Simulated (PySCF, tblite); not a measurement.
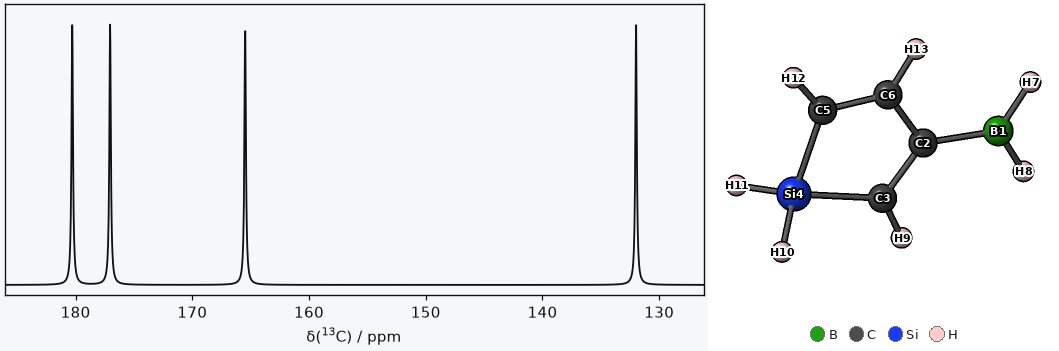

Spectrum and numbered structure of C₄H₇BSi, SMILES BC1=C[SiH2]C=C1. GIAO shifts, PBE0/pcSseg-1, PySCF 2.14.0, at a GFN2-xTB geometry (a minimum by its frequencies), against TMS for ¹³C computed at the same level. Gas phase, fully decoupled, line heights follow the number of nuclei, widths are arbitrary (no quadrupolar broadening); values of one conformer, averaged over nuclei that symmetry or rotation about single bonds exchange, these motions taken as fast.

Question: Which ¹³C nuclei are the least shielded, and which the most?

Answer: Least shielded: C3 at 180.3 ppm. Most shielded: C5 at 132.0 ppm.

Known limits of this run: the tight-binding geometry is rougher than a DFT one and adds to the error.
